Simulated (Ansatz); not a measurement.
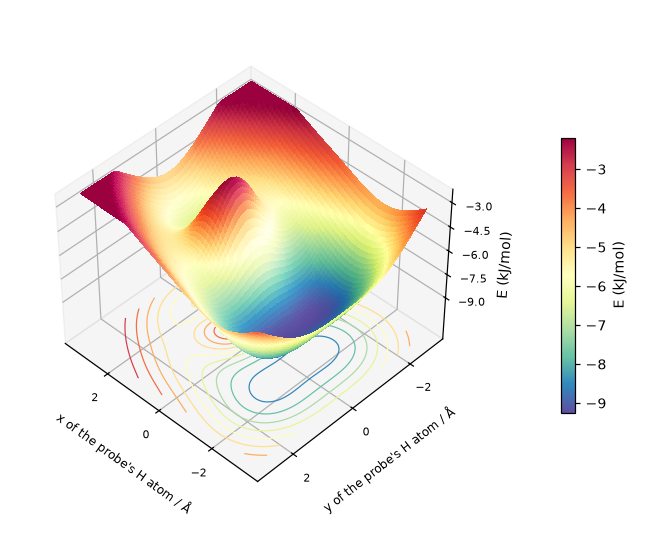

Energy landscape of CH₅Bi with the probe H2O. The probe is moved over a plane parallel to the molecule's main plane, 2.78 Å above it. Coordinates scanned: (1) x of the probe's H atom; (2) y of the probe's H atom. Nothing is relaxed (molecule and probe rigid, the probe upright with H nearest the plane). The grid has 15 × 13 points. All energies are given in kJ/mol relative to molecule and probe far apart, each relaxed in its own basis (no counterpoise correction). These are results of Ansatz, RHF-MP2, frozen core/def2-SVPD, not measurements.

Drawn: a relief with its contours projected below, any walls above the top of the colour scale cut off. Between grid points the surface is interpolated. 

What does the map say about the system?

Answer. The lowest grid point is at x of the probe's H atom = −1.38 Å, y of the probe's H atom = −0.46 Å, −9.2 kJ/mol from molecule and probe far apart, each relaxed in its own basis (no counterpoise correction); the map holds 2 wells of about this depth. There is a further well near x of the probe's H atom = 2.30 Å, y of the probe's H atom = 0.00 Å (2.8 kJ/mol above the lowest at that grid point). The highest grid point, x of the probe's H atom = 3.22 Å, y of the probe's H atom = −2.76 Å, lies 8.5 kJ/mol above the lowest. Near the minimum the curvatures are about 0.0072 and 0.026 eV/Å² along the soft and the stiff direction.

Grid values (kJ/mol):

```tsv
y of the probe's H atom ↓, x of the probe's H atom →	−3.22	−2.76	−2.30	−1.84	−1.38	−0.92	−0.46	0.00	0.46	0.92	1.38	1.84	2.30	2.76	3.22
2.76	−3.4	−4.0	−4.4	−4.6	−4.6	−4.3	−3.9	−3.5	−3.1	−2.7	−2.3	−1.9	−1.4	−1.1	−0.7
2.30	−4.3	−5.1	−5.8	−6.2	−6.2	−5.8	−5.4	−4.9	−4.4	−4.0	−3.5	−2.9	−2.3	−1.7	−1.3
1.84	−5.1	−6.2	−7.1	−7.6	−7.7	−7.3	−6.8	−6.2	−5.6	−5.1	−4.6	−4.0	−3.4	−2.7	−1.9
1.38	−5.7	−6.9	−8.0	−8.6	−8.7	−8.3	−7.7	−6.9	−6.1	−5.5	−5.2	−5.0	−4.5	−3.7	−2.7
0.92	−6.0	−7.3	−8.4	−9.1	−9.1	−8.7	−7.9	−6.7	−5.4	−4.7	−5.0	−5.5	−5.4	−4.7	−3.5
0.46	−6.1	−7.4	−8.5	−9.1	−9.2	−8.7	−7.6	−5.8	−3.8	−3.1	−4.1	−5.7	−6.1	−5.4	−4.2
0.00	−6.1	−7.4	−8.5	−9.1	−9.2	−8.7	−7.5	−5.3	−3.0	−2.4	−4.0	−6.0	−6.4	−5.7	−4.4
−0.46	−6.1	−7.4	−8.5	−9.1	−9.2	−8.7	−7.6	−5.8	−3.8	−3.1	−4.1	−5.7	−6.1	−5.4	−4.2
−0.92	−6.0	−7.3	−8.4	−9.1	−9.1	−8.7	−7.9	−6.7	−5.4	−4.7	−5.0	−5.5	−5.4	−4.7	−3.5
−1.38	−5.7	−6.9	−8.0	−8.6	−8.7	−8.3	−7.7	−6.9	−6.1	−5.5	−5.2	−5.0	−4.5	−3.7	−2.7
−1.84	−5.1	−6.2	−7.1	−7.6	−7.7	−7.3	−6.8	−6.2	−5.6	−5.1	−4.6	−4.0	−3.4	−2.7	−1.9
−2.30	−4.3	−5.1	−5.8	−6.2	−6.2	−5.8	−5.4	−4.9	−4.4	−4.0	−3.5	−2.9	−2.3	−1.7	−1.3
−2.76	−3.4	−4.0	−4.4	−4.6	−4.6	−4.3	−3.9	−3.5	−3.1	−2.7	−2.3	−1.9	−1.4	−1.1	−0.7
```

The input of one point:

```yaml
crystal:
  periodic: [false, false, false]
  atoms:
    - { symbol: Bi, position_ang: [-1.199422, 2.0e-06, -0.870339] }
    - { symbol: H, position_ang: [-1.738383, -1.261201, 0.267063] }
    - { symbol: H, position_ang: [-1.738457, 1.261178, 0.267061] }
    - { symbol: C, position_ang: [0.915276, 1.4e-05, -0.011023] }
    - { symbol: H, position_ang: [1.439473, -0.896168, -0.368446] }
    - { symbol: H, position_ang: [0.881748, 0.000414, 1.084787] }
    - { symbol: H, position_ang: [1.439766, 0.895761, -0.369103] }
    - { symbol: H, position_ang: [-1.38, -0.46, 2.78] }
    - { symbol: O, position_ang: [-1.38, -0.46, 3.744281] }
    - { symbol: H, position_ang: [-0.446238, -0.46, 3.984958] }
basis:
  gaussian: { orbitals: def2-SVPD }
hamiltonian:
  xc: hf
output:
  forces: true
correlation:
  method: mp2
```

Each point was launched as `ansatz run input.yaml --threads 1 --pin off --max-ram 2560MiB --backend cpu --events-out ev --progress --plain --runs-dir out`. Time for the 195 points that were run: 53 min on 1 thread of Arm Neoverse N1, on a shared host.
